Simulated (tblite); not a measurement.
# Run report: C9H18Si, geometry relaxation (part 2 of 2)

C9H18Si, SMILES [SiH3]C[C@]12CCC[C@H]1CCC2; GFN2-xTB geometry optimisation, gas phase (tblite 0.8.0). It belongs to a series of runs on one base structure; here: H on C replaced by CH2SiH3.

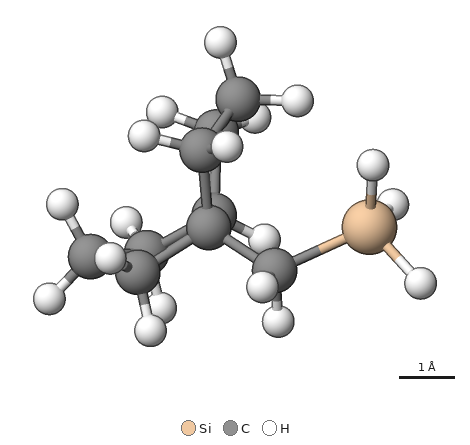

*The geometry at step 106 of the log (ball-and-stick view, seen at a tilt).*

Trajectory as extended XYZ, continued
```
28
Properties=species:S:1:pos:R:3:forces:R:3 step=58 energy=-822.07635
Si    2.8586    0.1948   -0.6295   -0.0240  -0.0320  -0.0010
C     1.5052   -1.1020   -0.3026   -0.0340  -0.0140   0.0360
C     0.1497   -0.5747    0.1743   -0.0320  -0.0260  -0.0040
C    -0.8801   -1.7171    0.3030   -0.0020  -0.0250  -0.0170
C    -2.2177   -1.0387    0.0327    0.0170  -0.0090   0.0040
C    -1.8745   -0.1550   -1.1603   -0.0340   0.0120  -0.0130
C    -0.4831    0.4119   -0.8413   -0.0110   0.0180   0.0030
C    -0.4991    1.8057   -0.1962   -0.0110   0.0140   0.0590
C     0.0403    1.6773    1.2367    0.0010  -0.0350   0.0260
C     0.2518    0.1836    1.5115    0.0180  -0.0140  -0.0260
H     3.1576    0.9944    0.5573    0.0200  -0.0060   0.0290
H     2.4723    1.0903   -1.7206    0.0080   0.0300  -0.0160
H     4.0601   -0.5379   -1.0347    0.0330  -0.0010   0.0080
H     1.8698   -1.8283    0.4291    0.0090   0.0210   0.0280
H     1.3498   -1.6688   -1.2271   -0.0090   0.0460   0.0280
H    -0.7036   -2.4712   -0.4664    0.0310  -0.0220  -0.0030
H    -0.8353   -2.2086    1.2754    0.0210   0.0070  -0.0200
H    -2.5115   -0.4290    0.8882   -0.0110   0.0160  -0.0230
H    -3.0218   -1.7429   -0.1825    0.0370  -0.0060   0.0110
H    -1.8129   -0.7785   -2.0543   -0.0290   0.0010  -0.0260
H    -2.6129    0.6223   -1.3450   -0.0340   0.0500   0.0160
H     0.1024    0.4499   -1.7608    0.0260  -0.0310   0.0020
H     0.1180    2.4977   -0.7712   -0.0150  -0.0270   0.0120
H    -1.5109    2.2115   -0.1868   -0.0230  -0.0230   0.0000
H     0.9742    2.2319    1.3433   -0.0200  -0.0710  -0.0310
H    -0.6666    2.0909    1.9577    0.0340   0.0510  -0.0300
H    -0.5164   -0.1822    2.1971    0.0360   0.0640  -0.0380
H     1.2157   -0.0001    1.9871   -0.0030   0.0120  -0.0130
28
Properties=species:S:1:pos:R:3:forces:R:3 step=67 energy=-822.09180
Si    2.8437    0.2321   -0.6283   -0.0100  -0.0460   0.0290
C     1.5119   -1.0762   -0.2627   -0.0270  -0.0480  -0.0030
C     0.1357   -0.5834    0.1820   -0.0020  -0.0110  -0.0180
C    -0.8768   -1.7417    0.2776    0.0180   0.0210   0.0100
C    -2.2168   -1.0563    0.0264    0.0370  -0.0410   0.0050
C    -1.8915   -0.1505   -1.1573   -0.0030  -0.0210   0.0190
C    -0.4896    0.3967   -0.8426    0.0020   0.0300   0.0050
C    -0.4945    1.7920   -0.2017   -0.0050   0.0370   0.0430
C     0.0919    1.6687    1.2117    0.0290   0.0040  -0.0130
C     0.2014    0.1752    1.5189   -0.0080  -0.0120  -0.0430
H     3.1804    1.0039    0.5647    0.0380   0.0170   0.0600
H     2.4640    1.1557   -1.6976   -0.0430   0.0090  -0.0070
H     4.0223   -0.5109   -1.0731    0.0820  -0.0150  -0.0060
H     1.8936   -1.7633    0.4984    0.0050   0.0010  -0.0120
H     1.3777   -1.6764   -1.1678    0.0230  -0.0010  -0.0080
H    -0.6840   -2.4760   -0.5101   -0.0370   0.0460   0.0370
H    -0.8226   -2.2555    1.2387   -0.0250   0.0230  -0.0290
H    -2.4896   -0.4475    0.8910   -0.0500  -0.0610  -0.0370
H    -3.0257   -1.7568   -0.1808    0.0200   0.0100   0.0020
H    -1.8603   -0.7482   -2.0702   -0.0020   0.0000  -0.0050
H    -2.6260    0.6414   -1.3018    0.0040  -0.0080   0.0180
H     0.1080    0.4128   -1.7546   -0.0280   0.0160  -0.0370
H     0.1016    2.4877   -0.7925   -0.0520   0.0120  -0.0200
H    -1.5109    2.1838   -0.1591   -0.0060   0.0060   0.0040
H     1.0758    2.1320    1.2550    0.0380   0.0390  -0.0380
H    -0.5390    2.1721    1.9451    0.0250   0.0110  -0.0080
H    -0.6277   -0.1305    2.1562   -0.0090  -0.0170   0.0310
H     1.1261   -0.0535    2.0486   -0.0140  -0.0050   0.0220
28
Properties=species:S:1:pos:R:3:forces:R:3 step=77 energy=-822.12222
Si    2.8776    0.2408   -0.5835   -0.0030  -0.0020   0.0270
C     1.5299   -1.0537   -0.2172   -0.0570  -0.0190  -0.0050
C     0.1271   -0.5798    0.1774   -0.0530   0.0510  -0.0210
C    -0.8689   -1.7528    0.2488   -0.0020   0.0040   0.0300
C    -2.2280   -1.1061    0.0061    0.0300  -0.0170  -0.0250
C    -1.9286   -0.1432   -1.1399    0.0010   0.0010   0.0070
C    -0.5140    0.3948   -0.8488   -0.0550   0.0740   0.0100
C    -0.5271    1.7918   -0.2038    0.0350   0.0170   0.0560
C     0.1914    1.6744    1.1444    0.0690  -0.0090   0.0570
C     0.1537    0.1913    1.5078   -0.0210   0.0050  -0.0110
H     3.2935    0.9658    0.6198   -0.0020  -0.0240   0.0170
H     2.4428    1.1977   -1.6015    0.0050   0.0130  -0.0020
H     4.0532   -0.4834   -1.0806   -0.0380  -0.0100  -0.0170
H     1.9022   -1.7020    0.5808   -0.0280  -0.0500  -0.0040
H     1.4380   -1.6920   -1.1002   -0.0050   0.0090  -0.0390
H    -0.6665   -2.4630   -0.5574    0.0220  -0.0010   0.0600
H    -0.8216   -2.2824    1.1990    0.0600  -0.0330   0.0270
H    -2.5539   -0.5456    0.8854    0.0350  -0.0520  -0.0290
H    -3.0010   -1.8363   -0.2346    0.0190   0.0310  -0.0400
H    -1.9376   -0.6801   -2.0913   -0.0120  -0.0020   0.0520
H    -2.6646    0.6590   -1.1948    0.0120  -0.0230  -0.0860
H     0.0625    0.4151   -1.7766    0.0070  -0.0050   0.0610
H    -0.0307    2.5227   -0.8427   -0.0310   0.0090   0.0110
H    -1.5530    2.1336   -0.0536    0.0260  -0.0490   0.0050
H     1.2250    2.0060    1.0510   -0.0070   0.0170  -0.0360
H    -0.2821    2.2883    1.9129    0.0070  -0.0190  -0.0400
H    -0.7445   -0.0295    2.0849   -0.0610   0.0330  -0.0310
H     1.0043   -0.1039    2.1226    0.0450   0.0480  -0.0330
28
Properties=species:S:1:pos:R:3:forces:R:3 step=87 energy=-822.14702
Si    2.8956    0.2074   -0.5325    0.0240   0.0350  -0.0190
C     1.5087   -1.0562   -0.2266   -0.0230   0.0560   0.0150
C     0.1193   -0.5569    0.1731   -0.0450   0.0770  -0.0190
C    -0.8518   -1.7494    0.2641   -0.0310   0.0660  -0.0200
C    -2.2236   -1.1427   -0.0131   -0.0210   0.0180  -0.0710
C    -1.9365   -0.1478   -1.1409    0.0260   0.0000  -0.0160
C    -0.5331    0.4175   -0.8449   -0.0650   0.0610  -0.0060
C    -0.5685    1.8077   -0.1810   -0.0310   0.0330   0.0110
C     0.2473    1.7060    1.1080   -0.0130  -0.0300  -0.0050
C     0.1622    0.2324    1.4918    0.0160  -0.0410   0.0210
H     3.3413    0.8765    0.6944   -0.0150  -0.0440  -0.0150
H     2.4776    1.2028   -1.5233    0.0190   0.0140   0.0350
H     4.0405   -0.5324   -1.0722   -0.0010  -0.0180  -0.0060
H     1.8266   -1.7496    0.5558    0.0940  -0.0520  -0.0290
H     1.4095   -1.6520   -1.1378   -0.0120  -0.0070  -0.0230
H    -0.6121   -2.4767   -0.5158   -0.0310   0.0270   0.0050
H    -0.7829   -2.2606    1.2252   -0.0570   0.0580   0.0090
H    -2.6070   -0.6312    0.8735    0.0530   0.0010  -0.0840
H    -2.9582   -1.8856   -0.3221   -0.0100  -0.0430   0.0760
H    -1.9366   -0.6806   -2.0962    0.0460   0.0290   0.0640
H    -2.6906    0.6404   -1.2055    0.0650  -0.0820   0.0160
H     0.0457    0.4665   -1.7703    0.0090  -0.0440   0.0590
H    -0.1684    2.5815   -0.8378   -0.0390  -0.0430  -0.0120
H    -1.5968    2.0818    0.0613   -0.0040  -0.0330  -0.0210
H     1.2816    2.0025    0.9284   -0.0550  -0.0400   0.0010
H    -0.1561    2.3490    1.8922    0.0440  -0.0030  -0.0250
H    -0.7554    0.0578    2.0561    0.0060   0.0020  -0.0090
H     1.0008   -0.0807    2.1101    0.0500   0.0030   0.0690
28
Properties=species:S:1:pos:R:3:forces:R:3 step=96 energy=-822.17184
Si    2.9112    0.1662   -0.5011    0.0190   0.0420  -0.0250
C     1.4760   -1.0525   -0.2770   -0.0100   0.0530   0.0150
C     0.1154   -0.5298    0.1858   -0.0340   0.0140  -0.0350
C    -0.8509   -1.7208    0.3026   -0.0360   0.0290   0.0250
C    -2.2232   -1.1656   -0.0499   -0.0250   0.0940  -0.0320
C    -1.9248   -0.1735   -1.1754    0.0650   0.0110  -0.0150
C    -0.5547    0.4398   -0.8255   -0.0050   0.0230  -0.0340
C    -0.6341    1.8160   -0.1426   -0.0570  -0.0240  -0.0290
C     0.2687    1.7335    1.0867   -0.0460  -0.0420  -0.0370
C     0.2082    0.2666    1.4984   -0.0100  -0.0380  -0.0520
H     3.3370    0.7351    0.7784    0.0440  -0.0010   0.0170
H     2.5577    1.2407   -1.4305    0.0190   0.0100  -0.0030
H     4.0197   -0.6112   -1.0590    0.0450   0.0130  -0.0210
H     1.7914   -1.8192    0.4353    0.0250  -0.0340   0.0100
H     1.3267   -1.5691   -1.2288    0.0200  -0.0100  -0.0240
H    -0.5743   -2.4840   -0.4275   -0.0240  -0.0350   0.0400
H    -0.8181   -2.1629    1.2965   -0.0110  -0.0820   0.0280
H    -2.6527   -0.6421    0.8046   -0.0130   0.0110   0.0230
H    -2.9139   -1.9504   -0.3573   -0.0400   0.0440   0.0100
H    -1.8496   -0.7097   -2.1249   -0.0390   0.0190   0.0470
H    -2.7066    0.5841   -1.2737    0.1050  -0.0710  -0.0220
H     0.0501    0.5215   -1.7303    0.0220  -0.0140  -0.0050
H    -0.3253    2.6165   -0.8146    0.0140  -0.0040  -0.0120
H    -1.6593    2.0284    0.1585   -0.0680  -0.0520   0.0700
H     1.2871    2.0108    0.8215    0.0320   0.0160  -0.0110
H    -0.0674    2.3950    1.8830    0.0010   0.0410   0.0450
H    -0.6909    0.0958    2.0945    0.0420  -0.0070  -0.0010
H     1.0758   -0.0319    2.0866   -0.0350  -0.0050   0.0290
28
Properties=species:S:1:pos:R:3:forces:R:3 step=106 energy=-822.19322
Si    2.9373    0.1506   -0.4879   -0.0040  -0.0120  -0.0040
C     1.4667   -1.0428   -0.3136    0.0010  -0.0020   0.0080
C     0.1177   -0.5258    0.1950   -0.0090  -0.0310  -0.0350
C    -0.8707   -1.7023    0.3441   -0.0290  -0.0090  -0.0160
C    -2.2310   -1.1416   -0.0584   -0.0220   0.0500  -0.0130
C    -1.8912   -0.1992   -1.2104    0.0420   0.0390  -0.0090
C    -0.5528    0.4416   -0.8194    0.0330   0.0230   0.0280
C    -0.7012    1.7933   -0.1051   -0.0140   0.0120  -0.0120
C     0.2698    1.7424    1.0711   -0.0260  -0.0160  -0.0680
C     0.2316    0.2813    1.5000   -0.0080  -0.0360  -0.0700
H     3.3867    0.6279    0.8200    0.0060   0.0400   0.0270
H     2.6390    1.2792   -1.3718   -0.0210   0.0070   0.0120
H     4.0354   -0.6165   -1.0826    0.0040  -0.0200  -0.0210
H     1.7881   -1.8619    0.3346   -0.0110  -0.0240   0.0590
H     1.2930   -1.4913   -1.2956    0.0080  -0.0370  -0.0120
H    -0.5998   -2.5069   -0.3409    0.0290  -0.0040  -0.0540
H    -0.8688   -2.1169    1.3515    0.0130   0.0270   0.0400
H    -2.6780   -0.5844    0.7647    0.0270   0.0340   0.0510
H    -2.9345   -1.9182   -0.3595    0.0240  -0.0120   0.0320
H    -1.7742   -0.7795   -2.1266   -0.0010   0.0140  -0.0320
H    -2.6621    0.5535   -1.3747   -0.0170  -0.0390  -0.0500
H     0.0814    0.5667   -1.6998   -0.0200  -0.0100   0.0060
H    -0.4820    2.6231   -0.7765   -0.0440   0.0320   0.0150
H    -1.7205    1.9158    0.2623   -0.0310  -0.0210   0.0190
H     1.2681    2.0102    0.7326    0.0890   0.0250   0.0010
H    -0.0115    2.4234    1.8734   -0.0220  -0.0040   0.0260
H    -0.6612    0.1115    2.1025    0.0000  -0.0090   0.0640
H     1.1038   -0.0058    2.0850    0.0050  -0.0210   0.0080
28
Properties=species:S:1:pos:R:3:forces:R:3 step=116 energy=-822.20600
Si    2.9421    0.1415   -0.4871   -0.0160  -0.0090   0.0080
C     1.4708   -1.0562   -0.3140    0.0140  -0.0330  -0.0130
C     0.1216   -0.5271    0.1830    0.0130  -0.0470  -0.0090
C    -0.8815   -1.6873    0.3427   -0.0050  -0.0500  -0.0070
C    -2.2307   -1.0982   -0.0549    0.0100  -0.0260   0.0180
C    -1.8723   -0.2047   -1.2391    0.0280  -0.0070   0.0090
C    -0.5442    0.4459   -0.8308    0.0170   0.0090   0.0360
C    -0.7270    1.7778   -0.0907   -0.0130   0.0330   0.0190
C     0.2604    1.7360    1.0737   -0.0160   0.0240  -0.0310
C     0.2455    0.2711    1.4920    0.0030  -0.0010  -0.0340
H     3.3979    0.6384    0.8137   -0.0010  -0.0230   0.0040
H     2.6369    1.2810   -1.3535   -0.0360   0.0060  -0.0220
H     4.0355   -0.6153   -1.1064   -0.0120  -0.0110   0.0190
H     1.7806   -1.8748    0.3446   -0.0110   0.0450   0.0100
H     1.3073   -1.5126   -1.2960   -0.0100  -0.0060   0.0300
H    -0.6293   -2.5025   -0.3382    0.0190   0.0110  -0.0290
H    -0.8816   -2.0893    1.3564    0.0140   0.0010  -0.0080
H    -2.6339   -0.5023    0.7650   -0.0140   0.0350  -0.0210
H    -2.9598   -1.8670   -0.3084   -0.0170   0.0160  -0.0180
H    -1.7244   -0.8208   -2.1277   -0.0150  -0.0160  -0.0090
H    -2.6444    0.5320   -1.4616    0.0270  -0.0030   0.0020
H     0.0978    0.5869   -1.7034   -0.0160   0.0290   0.0290
H    -0.5599    2.6338   -0.7454   -0.0130  -0.0130   0.0280
H    -1.7442    1.8456    0.3015    0.0180   0.0010  -0.0170
H     1.2568    2.0230    0.7366   -0.0270   0.0300   0.0030
H    -0.0386    2.4005    1.8853    0.0510   0.0030  -0.0100
H    -0.6303    0.0926    2.1173   -0.0190  -0.0270   0.0120
H     1.1277   -0.0207    2.0598    0.0290   0.0330   0.0020
28
Properties=species:S:1:pos:R:3:forces:R:3 step=125 energy=-822.21128
Si    2.9372    0.1305   -0.4856    0.0070  -0.0100   0.0020
C     1.4693   -1.0671   -0.3154    0.0060  -0.0130  -0.0030
C     0.1257   -0.5267    0.1792    0.0080  -0.0100   0.0100
C    -0.8834   -1.6825    0.3402    0.0030  -0.0180   0.0030
C    -2.2280   -1.0847   -0.0595    0.0080  -0.0150   0.0070
C    -1.8573   -0.2105   -1.2535    0.0100   0.0120   0.0070
C    -0.5418    0.4514   -0.8289    0.0190   0.0070   0.0140
C    -0.7523    1.7715   -0.0749    0.0020   0.0150   0.0110
C     0.2551    1.7410    1.0698   -0.0050   0.0150   0.0060
C     0.2632    0.2743    1.4854    0.0050   0.0110   0.0070
H     3.3950    0.6147    0.8191   -0.0010   0.0000   0.0020
H     2.6171    1.2722   -1.3435    0.0010   0.0030  -0.0270
H     4.0282   -0.6330   -1.0989    0.0050   0.0080  -0.0100
H     1.7761   -1.8766    0.3546   -0.0110   0.0160   0.0050
H     1.3059   -1.5338   -1.2917   -0.0090  -0.0030   0.0110
H    -0.6323   -2.4963   -0.3436   -0.0040   0.0100  -0.0150
H    -0.8799   -2.0860    1.3529   -0.0130   0.0000   0.0000
H    -2.6207   -0.4659    0.7489   -0.0090  -0.0090   0.0000
H    -2.9706   -1.8435   -0.3024   -0.0050  -0.0030  -0.0100
H    -1.6973   -0.8401   -2.1308   -0.0010   0.0070   0.0000
H    -2.6255    0.5237   -1.4936   -0.0070  -0.0010  -0.0250
H     0.1053    0.6199   -1.6913    0.0060  -0.0090  -0.0060
H    -0.6181    2.6381   -0.7213   -0.0020   0.0060  -0.0120
H    -1.7647    1.8094    0.3307   -0.0060  -0.0050   0.0110
H     1.2403    2.0445    0.7131   -0.0190  -0.0180   0.0020
H    -0.0279    2.4010    1.8903    0.0020   0.0040  -0.0050
H    -0.5995    0.0802    2.1251   -0.0030   0.0100   0.0160
H     1.1600    0.0014    2.0398    0.0140  -0.0090  -0.0030
28
Properties=species:S:1:pos:R:3:forces:R:3 step=135 energy=-822.21258
Si    2.9358    0.1290   -0.4924   -0.0080  -0.0050  -0.0020
C     1.4680   -1.0675   -0.3079    0.0030  -0.0130  -0.0010
C     0.1240   -0.5249    0.1850    0.0020  -0.0110   0.0000
C    -0.8857   -1.6821    0.3372   -0.0030  -0.0080   0.0050
C    -2.2295   -1.0834   -0.0633    0.0020  -0.0130  -0.0020
C    -1.8525   -0.2092   -1.2556   -0.0060   0.0010  -0.0010
C    -0.5408    0.4541   -0.8235    0.0000   0.0020  -0.0060
C    -0.7571    1.7721   -0.0681   -0.0030   0.0110   0.0010
C     0.2555    1.7428    1.0713   -0.0010   0.0060   0.0080
C     0.2648    0.2768    1.4909    0.0050  -0.0050   0.0010
H     3.3914    0.6134    0.8134    0.0040   0.0120  -0.0120
H     2.6154    1.2640   -1.3604   -0.0010  -0.0010  -0.0030
H     4.0290   -0.6297   -1.1072    0.0020  -0.0080  -0.0030
H     1.7755   -1.8684    0.3718    0.0000   0.0050   0.0020
H     1.3016   -1.5469   -1.2773    0.0010   0.0060   0.0030
H    -0.6322   -2.4877   -0.3555   -0.0040   0.0020   0.0070
H    -0.8870   -2.0956    1.3456    0.0020   0.0080   0.0060
H    -2.6258   -0.4689    0.7470   -0.0010  -0.0030  -0.0210
H    -2.9710   -1.8414   -0.3130   -0.0020  -0.0050   0.0000
H    -1.6838   -0.8413   -2.1296   -0.0020   0.0030   0.0000
H    -2.6209    0.5210   -1.5075   -0.0010   0.0100  -0.0020
H     0.1090    0.6237   -1.6837    0.0110   0.0040  -0.0020
H    -0.6302    2.6394   -0.7156   -0.0010   0.0030   0.0030
H    -1.7684    1.8036    0.3417    0.0040  -0.0060   0.0050
H     1.2388    2.0396    0.7057   -0.0010  -0.0010   0.0020
H    -0.0190    2.4074    1.8905   -0.0030   0.0020   0.0050
H    -0.5931    0.0835    2.1379    0.0060   0.0030  -0.0030
H     1.1671    0.0042    2.0369   -0.0040   0.0010   0.0120
28
Properties=species:S:1:pos:R:3:forces:R:3 step=144 energy=-822.21363
Si    2.9323    0.1238   -0.5081   -0.0110   0.0070   0.0050
C     1.4667   -1.0727   -0.3023    0.0020  -0.0060   0.0040
C     0.1254   -0.5242    0.1915   -0.0050  -0.0110   0.0030
C    -0.8893   -1.6784    0.3409   -0.0110  -0.0060   0.0050
C    -2.2309   -1.0835   -0.0746    0.0000  -0.0020  -0.0010
C    -1.8428   -0.2077   -1.2626   -0.0080   0.0050   0.0010
C    -0.5351    0.4562   -0.8177   -0.0070   0.0060  -0.0130
C    -0.7597    1.7703   -0.0580   -0.0110   0.0120   0.0040
C     0.2541    1.7455    1.0801    0.0070   0.0020   0.0080
C     0.2701    0.2784    1.4975   -0.0030  -0.0110   0.0100
H     3.3908    0.6371    0.7855    0.0060  -0.0070  -0.0040
H     2.6113    1.2497   -1.3882   -0.0100  -0.0090  -0.0090
H     4.0234   -0.6424   -1.1170    0.0040  -0.0070   0.0010
H     1.7751   -1.8675    0.3841    0.0120   0.0100   0.0010
H     1.2958   -1.5618   -1.2663    0.0020   0.0130   0.0050
H    -0.6340   -2.4867   -0.3483    0.0110   0.0020   0.0180
H    -0.8976   -2.0891    1.3504   -0.0050   0.0090   0.0060
H    -2.6440   -0.4704    0.7284    0.0240  -0.0030  -0.0050
H    -2.9664   -1.8450   -0.3326    0.0100  -0.0010  -0.0070
H    -1.6690   -0.8388   -2.1370    0.0090   0.0170   0.0140
H    -2.6081    0.5244   -1.5188   -0.0030   0.0030  -0.0050
H     0.1210    0.6307   -1.6717    0.0090   0.0080  -0.0120
H    -0.6422    2.6420   -0.7018   -0.0050  -0.0100   0.0040
H    -1.7693    1.7892    0.3559   -0.0080   0.0070  -0.0030
H     1.2362    2.0475    0.7136   -0.0150  -0.0040   0.0100
H    -0.0244    2.4079    1.9013    0.0130  -0.0180  -0.0230
H    -0.5853    0.0820    2.1474    0.0110   0.0030  -0.0060
H     1.1752    0.0108    2.0425   -0.0160  -0.0090  -0.0110
28
Properties=species:S:1:pos:R:3:forces:R:3 step=154 energy=-822.21485
Si    2.9261    0.1207   -0.5262    0.0010   0.0060  -0.0010
C     1.4639   -1.0743   -0.2943    0.0050   0.0000  -0.0020
C     0.1238   -0.5230    0.1991    0.0010  -0.0020  -0.0020
C    -0.8940   -1.6747    0.3481   -0.0060   0.0000   0.0020
C    -2.2297   -1.0852   -0.0934   -0.0030   0.0010  -0.0010
C    -1.8299   -0.2045   -1.2735   -0.0010   0.0010  -0.0010
C    -0.5313    0.4620   -0.8098   -0.0010   0.0050  -0.0050
C    -0.7673    1.7690   -0.0419   -0.0030   0.0040   0.0020
C     0.2548    1.7453    1.0888    0.0010   0.0000   0.0020
C     0.2728    0.2780    1.5053    0.0000  -0.0050   0.0020
H     3.3970    0.6564    0.7533   -0.0020  -0.0010   0.0020
H     2.5942    1.2269   -1.4269    0.0000  -0.0020  -0.0010
H     4.0134   -0.6571   -1.1276    0.0040  -0.0030  -0.0020
H     1.7798   -1.8602    0.3988   -0.0020   0.0020  -0.0010
H     1.2895   -1.5723   -1.2528   -0.0010  -0.0020   0.0020
H    -0.6265   -2.4949   -0.3216    0.0000   0.0030   0.0020
H    -0.9209   -2.0685    1.3640    0.0040   0.0020   0.0040
H    -2.6561   -0.4743    0.7039    0.0010  -0.0030  -0.0020
H    -2.9570   -1.8498   -0.3644    0.0010   0.0000   0.0010
H    -1.6398   -0.8300   -2.1479    0.0010  -0.0020   0.0050
H    -2.5951    0.5251   -1.5378    0.0000   0.0010   0.0010
H     0.1324    0.6479   -1.6557    0.0060  -0.0010  -0.0050
H    -0.6628    2.6447   -0.6821    0.0000   0.0000   0.0050
H    -1.7745    1.7756    0.3784   -0.0040   0.0020  -0.0030
H     1.2335    2.0476    0.7146   -0.0010  -0.0060   0.0010
H    -0.0167    2.4072    1.9114    0.0010  -0.0020  -0.0020
H    -0.5796    0.0824    2.1587   -0.0010  -0.0010  -0.0020
H     1.1792    0.0071    2.0456    0.0010   0.0040   0.0000
```

Summary

- outcome: converged
- total energy: −822.2149 eV
- hardware: 1 CPU thread, shared host
- wall time: 5.6 s
- peak memory: 0.18 GiB
